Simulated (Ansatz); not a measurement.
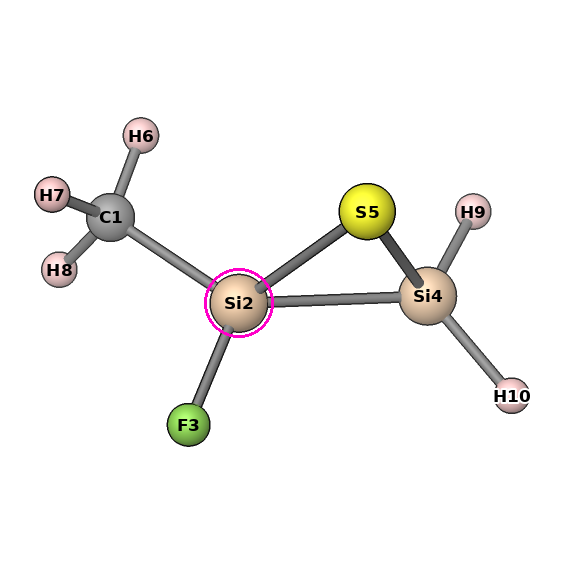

Atoms fade into the background with distance from the viewer. Circles mark the stereogenic atoms. The computed structure is the end point of a PBE-D4/def2-SVP optimisation. No frequency run is at hand to confirm it as a minimum.

Give the R/S and E/Z labels.

Answer. Si2: R (priorities S5 > Si4 > F3 > C1).

Write the isomeric SMILES.

Answer. C[Si@@]1(F)[SiH2]S1
